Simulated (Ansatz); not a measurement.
## Run report: CH8GeSi, geometry relaxation (part 2 of 2)

The same run, continued: CH8GeSi; RKS B3LYP-D4/def2-SVP (Ansatz 0.2.0). The input holds or restrains some coordinates. Forces given for the steps count only the free coordinates. It belongs to a series of runs on one base structure; here: pulled along the bonds that form and break, towards end A.

Geometry of the input (Å):
```
Si -0.3687  0.4832  0.7905
Ge 1.3714  0.7924  -1.2556
H  -0.5618  1.1642  -0.9381
H  1.1859  2.2451  -1.8715
H  0.6817  0.1569  -2.5400
H  -1.6908  0.8817  1.3020
H  0.6322  1.0868  1.6741
C  -0.3142  -1.4082  0.7220
H  0.6149  -1.7763  0.2963
H  -0.4231  -1.8411  1.7117
H  -1.1275  -1.7847  0.1085
```

## Trajectory as extended XYZ, continued
```
11
Properties=species:S:1:pos:R:3:forces:R:3 step=2 energy=-65553.12663
Si   -0.3097    0.4327    0.8715   -0.7866   0.0349  -1.9579
Ge    1.2272    0.8014   -1.1787   -0.5094   0.6251  -1.0802
H    -0.4947    1.2130   -1.1144   -0.0362  -0.3147   0.9785
H     1.1859    2.2460   -1.8679    0.2123  -0.0435   0.5294
H     0.6802    0.1543   -2.5375    0.0643  -0.3520   0.4343
H    -1.6862    0.8816    1.2985    0.2380   0.1175  -0.3910
H     0.6455    1.0941    1.6870    0.7847   0.4777   1.0889
C    -0.3121   -1.4165    0.7235    0.1208  -0.1119   0.2060
H     0.6193   -1.7782    0.2950    0.3534  -0.1572  -0.0942
H    -0.4242   -1.8439    1.7171   -0.1147  -0.3159   0.4991
H    -1.1313   -1.7845    0.1057   -0.3267   0.0400  -0.2127
11
Properties=species:S:1:pos:R:3:forces:R:3 step=4 energy=-65553.36332
Si   -0.1978    0.3708    0.9363   -1.0392   0.8059  -0.9736
Ge    0.9395    0.8617   -1.1238   -0.5765   0.9385  -1.9139
H    -0.5064    1.3489   -1.4710   -1.0461   0.2025   0.0050
H     1.2306    2.2625   -1.8061    0.5728  -0.2131   0.7629
H     0.7000    0.0923   -2.4951    0.4409  -0.4698   0.7284
H    -1.6208    0.8823    1.2484    0.7877  -0.0256  -0.4713
H     0.6902    1.0974    1.7998    0.6147   0.0115   1.1870
C    -0.2988   -1.4523    0.7528    0.1744  -0.6748   0.3852
H     0.6329   -1.8075    0.3046    0.1428  -0.3289   0.0620
H    -0.4346   -1.8889    1.7458   -0.0683  -0.4488   0.1927
H    -1.1347   -1.7674    0.1082   -0.0032   0.2028   0.0355
11
Properties=species:S:1:pos:R:3:forces:R:3 step=5 energy=-65554.15219
Si   -0.1580    0.3844    0.9043   -0.4340   0.3170   0.2114
Ge    0.7685    0.9356   -1.1808   -0.4410   0.9259  -2.0972
H    -0.6336    1.4090   -1.5713   -1.0130   0.2957  -0.2651
H     1.3255    2.3058   -1.7477    0.4012  -0.5260   0.6941
H     0.7532   -0.0003   -2.4682    0.4802  -0.1212   0.8723
H    -1.5624    0.8997    1.1938    0.5210   0.0736  -0.4006
H     0.7112    1.0573    1.8852    0.2410  -0.2764   0.5378
C    -0.2820   -1.4697    0.7782    0.1214  -0.2895   0.1706
H     0.6416   -1.8479    0.3229    0.0628  -0.2812   0.1074
H    -0.4398   -1.9243    1.7635   -0.0212  -0.2373   0.0855
H    -1.1244   -1.7495    0.1201    0.0816   0.1194   0.0838
11
Properties=species:S:1:pos:R:3:forces:R:3 step=7 energy=-65555.00430
Si   -0.1293    0.3996    0.7904    0.0233  -0.2796   0.9893
Ge    0.4869    1.0862   -1.3489    0.7525  -0.0153  -0.5788
H    -0.9221    1.5744   -1.5931   -0.4802   0.4524  -0.8370
H     1.5441    2.2318   -1.5474   -0.3854  -0.3650   0.1065
H     0.8233   -0.1039   -2.3209   -0.0960   0.3820   0.2881
H    -1.4864    0.9889    0.9931   -0.0204   0.0179   0.0207
H     0.7228    0.9426    1.8840    0.1472  -0.0495   0.0834
C    -0.2420   -1.4849    0.8140    0.0304  -0.1625  -0.1508
H     0.6694   -1.8907    0.3453   -0.0080  -0.1184   0.0901
H    -0.3732   -1.9570    1.8020    0.0159   0.1831  -0.0048
H    -1.0935   -1.7868    0.1815    0.0207  -0.0452  -0.0066
11
Properties=species:S:1:pos:R:3:forces:R:3 step=8 energy=-65555.03966
Si   -0.0956    0.3796    0.7501    0.2157  -0.4214   0.9653
Ge    0.4895    1.1059   -1.3791    0.2946   0.1005  -0.3400
H    -0.9464    1.5433   -1.5952   -0.4351   0.4182  -0.8011
H     1.4630    2.2951   -1.5225   -0.0811  -0.0576   0.0245
H     0.8580    0.0031   -2.3949    0.0105   0.0320   0.0678
H    -1.4321    0.9930    1.0017   -0.0376   0.0159   0.0160
H     0.7999    0.8657    1.8437    0.0761  -0.0452   0.0034
C    -0.2524   -1.5047    0.8094   -0.0537  -0.0645   0.2417
H     0.6821   -2.0061    0.5081   -0.0286   0.0430   0.0269
H    -0.5079   -1.8287    1.8363    0.0404  -0.0010  -0.1457
H    -1.0581   -1.8463    0.1421   -0.0012  -0.0198  -0.0587
11
Properties=species:S:1:pos:R:3:forces:R:3 step=10 energy=-65555.09943
Si   -0.0111    0.4010    0.7793    0.2459  -0.3511   1.1743
Ge    0.4831    1.0989   -1.3784    0.0764   0.1257  -0.3732
H    -1.0239    1.1642   -1.6777   -0.1430   0.1852  -0.7067
H     1.1495    2.4866   -1.5539   -0.1094  -0.1685  -0.0145
H     1.1622    0.0395   -2.2834   -0.0509   0.1477   0.0803
H    -1.2675    1.1365    1.1408    0.0953  -0.0224  -0.0018
H     1.0212    0.7218    1.8264   -0.1007  -0.0303  -0.1008
C    -0.3326   -1.4715    0.7855    0.0230  -0.0087   0.1303
H     0.5972   -2.0175    0.5444   -0.0920   0.0406   0.0219
H    -0.6847   -1.8143    1.7795    0.0645   0.0978  -0.2097
H    -1.0934   -1.7452    0.0376   -0.0091  -0.0161   0.0000
11
Properties=species:S:1:pos:R:3:forces:R:3 step=11 energy=-65555.11012
Si    0.0280    0.4098    0.8139    0.2797  -0.2551   0.8429
Ge    0.4797    1.0814   -1.3667    0.2731   0.1003  -0.1343
H    -1.0042    0.9653   -1.6710   -0.4970   0.1237  -0.7630
H     0.9878    2.5142   -1.5973   -0.0369   0.0123  -0.0211
H     1.2758    0.0866   -2.2306    0.0130   0.0015  -0.0014
H    -1.1818    1.1883    1.2094   -0.0446   0.0275   0.0177
H     1.0851    0.6806    1.8307    0.0544  -0.0132   0.0593
C    -0.3602   -1.4422    0.7642   -0.0144  -0.0436  -0.0318
H     0.5522   -2.0189    0.5381   -0.0280   0.0254  -0.0069
H    -0.7571   -1.8010    1.7269   -0.0110   0.0294   0.0111
H    -1.1054   -1.6641   -0.0177    0.0115  -0.0082   0.0274
11
Properties=species:S:1:pos:R:3:forces:R:3 step=13 energy=-65555.12582 accepted=F
Si    0.0874    0.4066    0.8133    0.1980  -0.2282   1.0183
Ge    0.4997    1.0689   -1.3678    0.2333   0.2561  -0.4117
H    -0.9322    0.6563   -1.7351   -0.2300   0.0709  -0.6829
H     0.6991    2.5924   -1.5958   -0.0200  -0.2425  -0.0310
H     1.5338    0.2443   -2.1867   -0.1876   0.1499   0.1309
H    -1.0646    1.2508    1.2714    0.0592  -0.0268  -0.0285
H     1.2014    0.5756    1.8032   -0.0612   0.0045  -0.0448
C    -0.4287   -1.4157    0.7567    0.0222  -0.0139  -0.0645
H     0.4288   -2.0513    0.4749   -0.0568   0.0307   0.0426
H    -0.7911   -1.7402    1.7442    0.0026  -0.0439   0.0224
H    -1.2336   -1.5876    0.0217    0.0402   0.0431   0.0493
11
Properties=species:S:1:pos:R:3:forces:R:3 step=14 energy=-65555.11930
Si    0.0710    0.3998    0.8102    0.2351  -0.1741   0.9905
Ge    0.4982    1.0825   -1.3640    0.3403   0.1898  -0.2918
H    -0.9453    0.7623   -1.7110   -0.5110   0.0080  -0.7542
H     0.7805    2.5765   -1.6193   -0.0042  -0.0533   0.0238
H     1.4597    0.2110   -2.2009   -0.0536   0.0332   0.0418
H    -1.0987    1.2276    1.2432    0.0175  -0.0109  -0.0021
H     1.1646    0.6016    1.8121   -0.0192  -0.0075  -0.0057
C    -0.4098   -1.4311    0.7631    0.0012  -0.0008  -0.0330
H     0.4612   -2.0534    0.4997   -0.0202   0.0086   0.0154
H    -0.7808   -1.7575    1.7478    0.0068  -0.0091  -0.0013
H    -1.2006   -1.6194    0.0189    0.0072   0.0161   0.0165
```

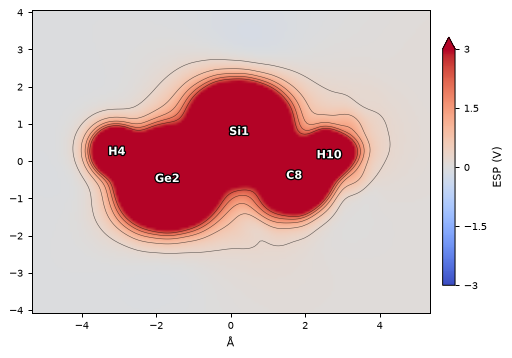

Figure 1. Electrostatic potential on the plane of atoms Ge2, Si1 and C8. Atoms in the plane: Si, Ge, H and C. The potential has no marked negative region in this plane.

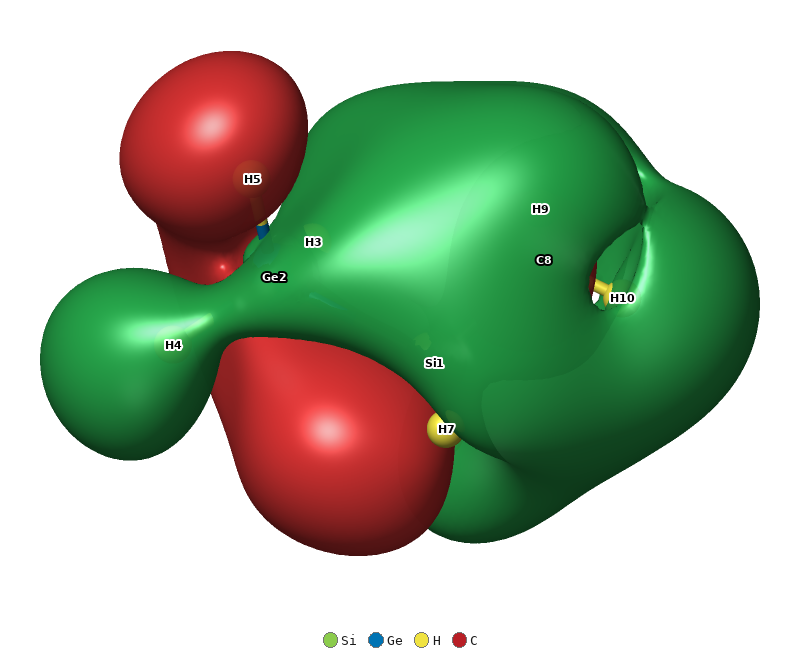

Figure 2. One frontier orbital at ±0.04 Å⁻³ᐟ² (green and red are the two phases), seen face on. The LUMO, at 0.37 eV. By Hirshfeld shares it lies mainly on Si1 (30 %), Ge2 (25 %) and C8 (10 %).

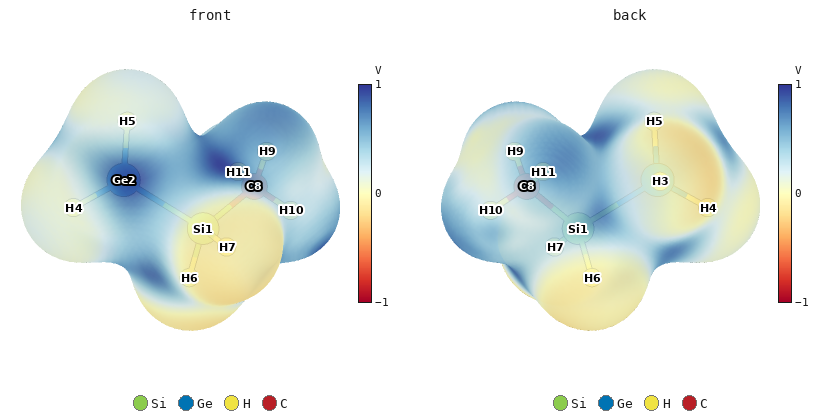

Figure 3. The molecular electrostatic potential painted on the density surface at 0.002 e/bohr³, seen at a tilt and from behind; the colour scale runs from red (negative) to blue (positive).

## Summary

```tsv
quantity	value
outcome	converged under the restraints of the input
total energy	−65555.1196 eV
mean-field energy	−65554.7799 eV
largest force (length of the vector) at the end, held atoms and coordinates included	1.033 eV/Å
hardware	2 threads of Arm Neoverse N1, 16 GiB of memory available, shared host
wall time	64 s (CPU time 2.1 min)
peak memory	0.24 GiB
```
